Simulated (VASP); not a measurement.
Band structure of Se (trig). Level of theory: optB86b-vdW, VASP's PBE PAW potentials (set 64) (plane waves; VASP).

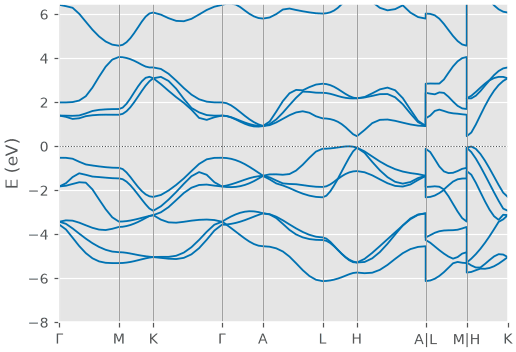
Fig. 1. Bands along high-symmetry lines, zero at the valence-band maximum or, without a gap, the Fermi level

**Question.** Read the plot: is there a gap, and where are the band edges?

**Answer.** The gap is indirect, 0.46 eV, from the valence maximum at L-H at 0.78 to the conduction minimum at H. (Edges off the drawn lines would not show.)

The compound is Se in the trig structure. It was relaxed first, which changed the volume by -8 %.
